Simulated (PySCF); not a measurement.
**MP2/cc-pVTZ run of GeH2Cl− (SMILES [Cl][GeH2-])**

Aim: the vertical ionisation energy of GeH2Cl− at MP2/cc-pVTZ, from 2 runs. 

The calculation is run with PySCF 2.14.0.

### Step 1. Starting point

GeH2Cl− has 4 atoms, charge -1, and is taken as a singlet. SMILES: `[Cl][GeH2-]`. The shape comes from GFN2-xTB, which is rough for such elements, and wasn't checked as a minimum.

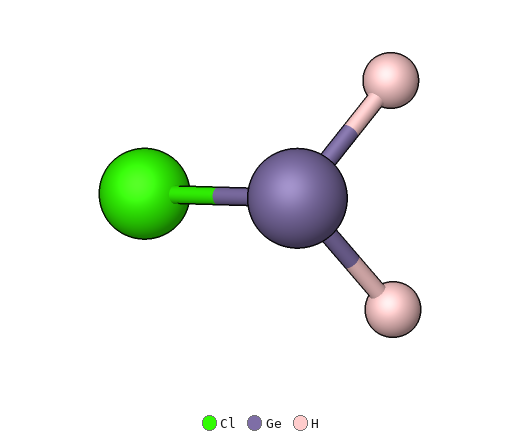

The structure, seen from a chosen angle (chlorine green, germanium purple, hydrogen pink).

### Step 2. A single-point energy at MP2/cc-pVTZ

run.py

```python
# [Cl][GeH2-]
from pyscf import gto, mp

molecule = gto.Mole()
molecule.atom = [
    ('Cl', (-1.566020, 0.389730, 1.014420)),
    ('Ge', (0.036260, -0.806600, -0.163840)),
    ('H', (0.151880, 0.384060, -1.448900)),
    ('H', (1.377880, 0.032810, 0.598330)),
]
molecule.max_memory = 1860
molecule.basis = 'cc-pvtz'
molecule.charge = -1
molecule.verbose = 3
molecule.build()

calc0 = molecule.RHF()
calc0.conv_tol = 1e-10
calc0.kernel()
if not calc0.converged:
    calc0 = calc0.newton().run(calc0.mo_coeff, calc0.mo_occ)

pt = mp.MP2(calc0, frozen=14).run()
e_final = pt.e_tot
print('E = %.10f Eh' % e_final)
```

Run with:

```sh
$ OMP_NUM_THREADS=1 python run.py
```

What it wrote:

```text
converged SCF energy = -2536.13114701185
E(RMP2) = -2536.52418825808  E_corr = -0.393041246236461
E(SCS-RMP2) = -2536.51816556036  E_corr = -0.387018548517988
E = -2536.5241882581 Eh
```

Run time: 4.2 s. Hardware: 1 thread of Arm Neoverse V1, shared host; peak memory 0.28 GiB.

### Step 3. Doublet neutral GeH2Cl

calc.py

```python
from pyscf import gto, mp

molecule = gto.M(
    atom='''
Cl    -2.959349     0.736483     1.916976
Ge     0.068521    -1.524253    -0.309613
H      0.287012     0.725768    -2.738024
H      2.603816     0.062002     1.130680
''',
    max_memory=1860,
    basis='cc-pvtz',
    unit='bohr',
    verbose=3,
    spin=1,
)

hf = molecule.UHF()
hf.conv_tol = 1e-10
hf.kernel()
if not hf.converged:
    hf = hf.newton().run(hf.mo_coeff, hf.mo_occ)

pt = mp.MP2(hf, frozen=14).run()
etot = pt.e_tot
print('E(%s) = %.9f' % ('MP2', etot))
```

Run with:

```sh
$ OMP_NUM_THREADS=1 python calc.py
```

What it wrote:

```text
converged SCF energy = -2536.04887488415  <S^2> = 0.7768205  2S+1 = 2.026643
E(UMP2) = -2536.41402552308  E_corr = -0.365150638930223
E(SCS-UMP2) = -2536.40727087318  E_corr = -0.358395989035366
E(MP2) = -2536.414025523
```

Run time: 7.2 s. Hardware: 1 thread of Arm Neoverse V1, shared host; peak memory 0.29 GiB.

### Step 4. What came out

At MP2/cc-pVTZ, 14 core orbitals frozen:

```
                                                                          quantity           value
                                                     singlet GeH2Cl−: total energy  -2536.52419 Eh
                              singlet GeH2Cl−: HOMO energy (Hartree–Fock orbitals)        -3.15 eV
                              singlet GeH2Cl−: LUMO energy (Hartree–Fock orbitals)         7.48 eV
            singlet GeH2Cl−: HOMO–LUMO gap (to an unbound level, set by the basis)        10.62 eV
                     singlet GeH2Cl−: correlation energy (14 core orbitals frozen)      -393.0 mEh
                                              doublet neutral GeH2Cl: total energy  -2536.41403 Eh
                      doublet neutral GeH2Cl: dipole moment (Hartree–Fock density)          3.37 D
doublet neutral GeH2Cl: HOMO energy (Hartree–Fock orbitals) (highest over α and β)       -10.63 eV
 doublet neutral GeH2Cl: LUMO energy (Hartree–Fock orbitals) (lowest over α and β)        -1.41 eV
              doublet neutral GeH2Cl: correlation energy (14 core orbitals frozen)      -365.2 mEh
                         doublet neutral GeH2Cl: ⟨S²⟩ of the reference determinant           0.777
                               vertical detachment energy (to the doublet neutral)        2.998 eV
```

**Reading.** The vertical ionisation energy comes to 3.00 eV (289 kJ/mol).
